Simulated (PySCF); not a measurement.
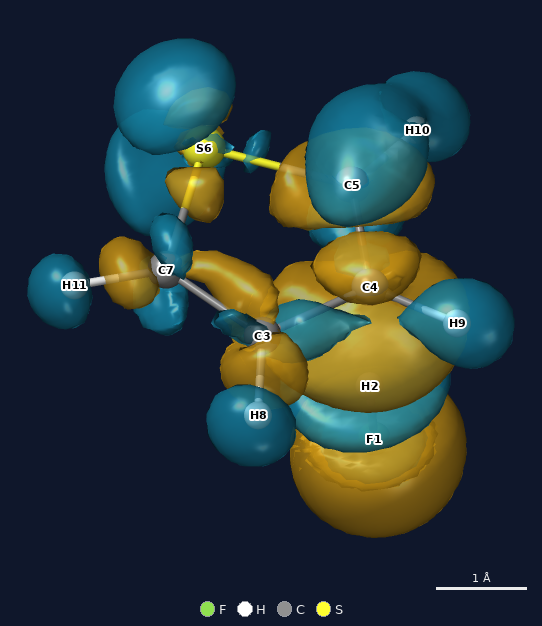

C₄H₅FS, SMILES `F.c1ccsc1`. Density of the complex less the densities of the two fragments at the same geometry, ±0.003 e/Å³ (yellow: gain, teal: loss). Fragment A: HF (atoms 1–2); fragment B: H4C4S.

PySCF calculation, HF/def2-SVP, gas phase; geometry: GFN2-xTB. GFN2-xTB bond lengths at metals and heavier atoms can be off by up to 0.1 Å and shapes distorted, which carries into these values.

Cartesian coordinates (Å):

```
F1       2.6271    0.3792   -0.7396
H2       1.8970    0.1800   -0.1664
C3       0.0821   -1.3649    0.3183
C4       0.5344   -0.2509    1.0715
C5      -0.1898    0.8754    0.8138
S6      -1.4142    0.6021   -0.3565
C7      -0.9574   -1.0494   -0.4940
H8       0.5178   -2.3453    0.3828
H9       1.3134   -0.3054    1.8139
H10     -0.0722    1.8507    1.2424
H11     -1.4889   -1.6878   -1.1706
```

Question: Which way does charge flow?

Answer: Hirshfeld charges show 0.030 e passing from B to A. By Hirshfeld charges, electrons gather most on C4 (−0.036 e) and leave S6 most (+0.026 e); 0.13 e is displaced in all, which induces a dipole of 0.98 D.

Question: What is the interaction energy, and which contacts carry it?

Answer: The counterpoise-corrected interaction energy of the frozen fragments is +1.3 kcal/mol without dispersion correction and −3.2 kcal/mol with D3(BJ). The pair geometry is semi-empirical, not a minimum at this level. Contacts: H2···C4, F–H···C contact, 1.89 Å, ρ = 0.029 a.u. The pose is a local one from a semi-empirical search, not shown to be the most stable.
